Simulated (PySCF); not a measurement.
# C2H5ClGe (SMILES C[CH2][Ge][Cl]) at 6 levels

Wanted: a comparison of 6 runs (HF/STO-3G, HF/def2-SVP, B3LYP/6-31G*, PBE/pcseg-1, PBE0/def2-SVP, PBE/6-311G**) of C2H5ClGe. Input form: a Python script.

The results are computed with PySCF 2.14.0.

## Step 1: The molecule

The species is C2H5ClGe (9 atoms), meant as a singlet with charge 0. SMILES: `C[CH2][Ge][Cl]`. The coordinates come from a PBE0-D4/def2-TZVP relaxation. This is one conformer, not always the lowest.

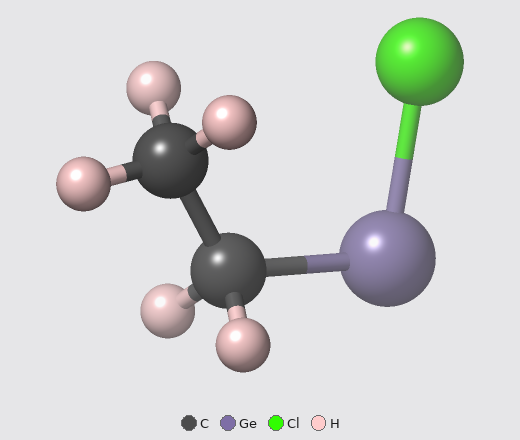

The structure, seen from a chosen angle (carbon dark grey, germanium purple, chlorine green, hydrogen pink).

## Step 2: Energy and forces at HF/STO-3G (run 1)

The input, run.py:

```python
from pyscf import gto, scf

molecule = gto.M(
    atom='''
C   -0.161700   0.922800  -0.026200
C   -0.083000  -0.427500   0.659600
Ge   0.544600  -2.051500  -0.311300
Cl   0.831900  -1.193100  -2.312900
H   -0.825000   0.891400  -0.892500
H   -0.533000   1.696000   0.652500
H    0.816600   1.241600  -0.391500
H    0.562000  -0.391100   1.550500
H   -1.064000  -0.734900   1.054800
''',
    charge=0,
    basis='sto-3g',
    verbose=4,
    max_memory=1860,
)

mf = scf.RHF(molecule)
mf.conv_tol = 1e-10
mf.kernel()
if not mf.converged:
    mf = mf.newton().run(mf.mo_coeff, mf.mo_occ)

etot = mf.e_tot
print(f'total energy: {etot:.8f} hartree')
grad = mf.nuc_grad_method().kernel()
dip = mf.dip_moment()
pop, q = mf.mulliken_pop()
```

Started as:

```console
$ OMP_NUM_THREADS=1 python run.py
```

The program printed:

```text
PySCF version 2.14.0

[... 63 lines left out ...]
converged SCF energy = -2584.08985792977
total energy: -2584.08985793 hartree
[... 11 lines left out ...]
Dipole moment(X, Y, Z, Debye): -0.58250, -0.59530,  2.92118
[... 52 lines left out ...]
charge of    8H =      0.04286
```

It took 3.3 s on 1 thread of Intel Xeon at 2.70GHz, shared host; peak memory 0.12 GiB.

## Step 3: Energy and forces at HF/def2-SVP (run 2)

The input, job.py:

```python
from pyscf import gto, scf

system = gto.M(
    atom='''
C       -0.161700       0.922800      -0.026200
C       -0.083000      -0.427500       0.659600
Ge       0.544600      -2.051500      -0.311300
Cl       0.831900      -1.193100      -2.312900
H       -0.825000       0.891400      -0.892500
H       -0.533000       1.696000       0.652500
H        0.816600       1.241600      -0.391500
H        0.562000      -0.391100       1.550500
H       -1.064000      -0.734900       1.054800
''',
    verbose=4,
    max_memory=1860,
    basis='def2-svp',
    spin=0,
)

mf = scf.RHF(system)
mf.conv_tol = 1e-10
mf.kernel()
if not mf.converged:
    mf = mf.newton().run(mf.mo_coeff, mf.mo_occ)

e_tot = mf.e_tot
print('E(%s) = %.9f' % ('HF', e_tot))
grad = mf.nuc_grad_method().kernel()
dip = mf.dip_moment()
pop, q = mf.mulliken_pop()
```

Started as:

```console
$ OMP_NUM_THREADS=1 python job.py
```

The program printed:

```text
PySCF version 2.14.0

[... 65 lines left out ...]
converged SCF energy = -2613.0748052029
[... 12 lines left out ...]
Dipole moment(X, Y, Z, Debye): -0.59615,  0.15447,  2.27994
[... 113 lines left out ...]
charge of    8H =      0.06011
```

It took 18 s on 1 thread of Intel Xeon at 2.70GHz, shared host; peak memory 0.23 GiB.

## Step 4: Energy and forces at B3LYP/6-31G(d) (spherical functions) (run 3)

The input, run.py:

```python
from pyscf import gto, dft

mol = gto.M(
    atom='''
C     -0.305569     1.743839    -0.049511
C     -0.156847    -0.807858     1.246463
Ge     1.029145    -3.876773    -0.588272
Cl     1.572063    -2.254632    -4.370748
H     -1.559024     1.684502    -1.686581
H     -1.007224     3.204976     1.233046
H      1.543150     2.346284    -0.739828
H      1.062026    -0.739072     2.930020
H     -2.010669    -1.388760     1.993283
''',
    max_memory=1860,
    spin=0,
    charge=0,
    basis='6-31g*',
    verbose=4,
    unit='bohr',
)

mf = dft.RKS(mol, xc='b3lyp')
mf.grids.level = 5
mf.conv_tol = 1e-10
mf.kernel()
if not mf.converged:
    mf = mf.newton().run(mf.mo_coeff, mf.mo_occ)

etot = mf.e_tot
print(f'total energy: {etot:.8f} hartree')
grad = mf.nuc_grad_method().kernel()
dip = mf.dip_moment()
pop, q = mf.mulliken_pop()
```

Started as:

```console
$ OMP_NUM_THREADS=1 python run.py
```

The program printed:

```text
PySCF version 2.14.0

[... 79 lines left out ...]
converged SCF energy = -2616.20977553282
total energy: -2616.20977553 hartree
[... 12 lines left out ...]
Dipole moment(X, Y, Z, Debye): -0.64017,  0.27398,  2.33886
[... 98 lines left out ...]
charge of    8H =      0.15673
```

It took 44 s on 1 thread of Intel Xeon at 2.70GHz, shared host; peak memory 0.86 GiB.

Runs 4 to 5 aren't shown in full; the table further down has their settings and results.

## Step 5: Energy and forces at PBE/6-311G(d,p) (run 6)

The input, input.xyz:

```xyz
9

C     -0.161700     0.922800    -0.026200
C     -0.083000    -0.427500     0.659600
Ge     0.544600    -2.051500    -0.311300
Cl     0.831900    -1.193100    -2.312900
H     -0.825000     0.891400    -0.892500
H     -0.533000     1.696000     0.652500
H      0.816600     1.241600    -0.391500
H      0.562000    -0.391100     1.550500
H     -1.064000    -0.734900     1.054800
```

The input, run.py:

```python
# C[CH2][Ge][Cl]
import pyscf.grad
from pyscf import gto, dft

mol = gto.M(
    atom='input.xyz',
    basis='6-311g**',
    max_memory=1860,
    spin=0,
    charge=0,
    verbose=4,
)

myscf = dft.RKS(mol)
myscf.xc = 'pbe'
myscf.grids.level = 5
myscf.conv_tol = 1e-10
myscf.kernel()
if not myscf.converged:
    myscf = myscf.newton().run(myscf.mo_coeff, myscf.mo_occ)

e_tot = myscf.e_tot
print('Final energy', e_tot)
grad = myscf.Gradients().kernel()
myscf.analyze()
```

Started as:

```console
$ OMP_NUM_THREADS=1 python run.py
```

The program printed:

```text
PySCF version 2.14.0

[... 106 lines left out ...]
DFT Exchange-Correlation Energy =     -119.368483559762112
[... 18 lines left out ...]
MO #17  energy= -1.11309910216221  occ= 2
[... 16 lines left out ...]
MO #34  energy= -0.124980823689215 occ= 0
[... 16 lines left out ...]
MO #51  energy= 0.298743307569588  occ= 0
[... 16 lines left out ...]
MO #68  energy= 0.774803305805252  occ= 0
[... 16 lines left out ...]
MO #85  energy= 1.46244312796698   occ= 0
[... 16 lines left out ...]
MO #102 energy= 2.27984649116009   occ= 0
[... 16 lines left out ...]
MO #119 energy= 3.71965472295891   occ= 0
[... 16 lines left out ...]
MO #136 energy= 841.786701602565   occ= 0
[... 148 lines left out ...]
Dipole moment(X, Y, Z, Debye): -0.63390,  0.24383,  2.34337
```

Run time: 67 s. Hardware: 1 thread of Intel Xeon at 2.70GHz, shared host; peak memory 1.5 GiB.

## Step 6: The series

| run | level | integration grid | energy (Eh) | dipole moment (D) | HOMO energy (eV) | LUMO energy (eV) | wall time |
| --- | --- | --- | --- | --- | --- | --- | --- |
| 1 | HF/STO-3G | – | -2584.089858 | 3.04 | -6.93 | 3.96 | 3.3 s |
| 2 | HF/def2-SVP | – | -2613.074805 | 2.36 | -9.03 | 0.63 | 18 s |
| 3 | B3LYP/6-31G* (spherical functions) | 5 | -2616.209776 | 2.44 | -6.40 | -2.74 | 44 s |
| 4 | PBE/pcseg-1 | 5 | -2615.580430 | 2.32 | -5.68 | -3.43 | 53 s |
| 5 | PBE0/def2-SVP | 5 | -2615.477643 | 2.11 | -6.60 | -2.47 | 40 s |
| 6 | PBE/6-311G** | 5 | -2615.831627 | 2.44 | -5.66 | -3.40 | 67 s |

## Step 7: Results

| quantity | value |
| --- | --- |
| run 6: total energy | -2615.83163 Eh |
| run 6: dipole moment | 2.44 D |
| run 6: HOMO energy | -5.66 eV |
| run 6: LUMO energy | -3.40 eV |
| run 6: HOMO–LUMO gap | 2.26 eV |
| run 6: largest force on an atom | 0.602 eV/Å |

What this shows: The dipole moment (its size) runs from 2.11 D (PBE0/def2-SVP) to 3.04 D (HF/STO-3G). The two ends differ in method and basis. The HOMO–LUMO gap runs from 2.25 eV (PBE/pcseg-1) to 10.89 eV (HF/STO-3G). Totals of different functionals can't be ranked against each other. In run 1 the basis is minimal, so the values are rough. All runs together took 3.7 min, the longest 67 s.
